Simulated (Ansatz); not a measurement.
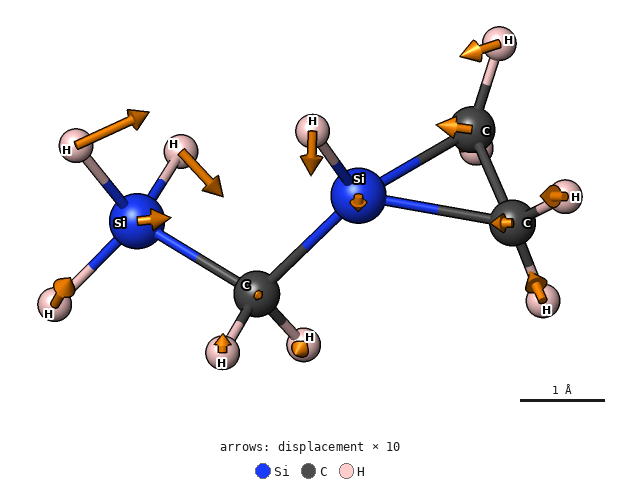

This is a relaxation of C₃H₁₀Si₂. The starting structure is drawn; orange arrows show the displacements, magnified 10 times. The two geometries are superimposed by the best rigid fit.

A ball-and-stick model, seen at a tilt.

The start comes from PBE-D4/def2-SVP.

All numbers below come from Ansatz 0.2.0, RKS PBE0-D4/def2-TZVP. Set-up: force threshold 0.005 eV/Å; at most 150 steps.

**What did the optimiser do to the structure, and how much energy did it gain?**

An H atom moves most after the best rigid fit: 0.10 Å. Largest moves by element: H 0.10 Å, C 0.05 Å, Si 0.04 Å. Near-neighbour distances that change, for instance: C–Si 1.873 → 1.843 Å, C–Si 1.896 → 1.874 Å, C–Si 1.884 → 1.863 Å, H–Si 1.507 → 1.489 Å. The energy falls by 6.72 kJ/mol in 10 geometry steps. Largest force component: 0.6 eV/Å at the start, 0.0043 eV/Å at the end. The forces were under the threshold at step 5, but the run went on from there. Cost: 60 s on 4 threads of Arm Neoverse V1, with other jobs on the host.
